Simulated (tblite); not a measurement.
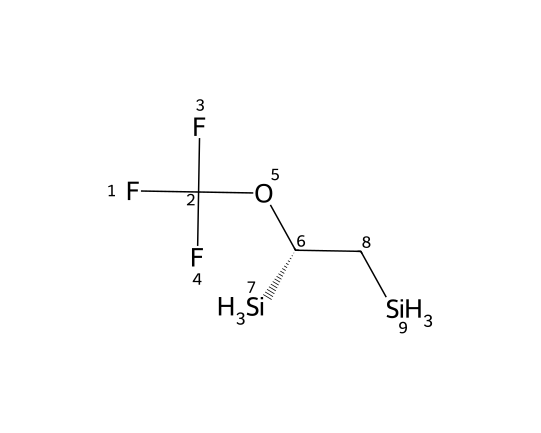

A structural formula, with wedges where it has stereocentres; small numbers name the atoms. The configuration is that of a computed structure (GFN2-xTB).

> Give the R/S and E/Z labels.

C6: S.
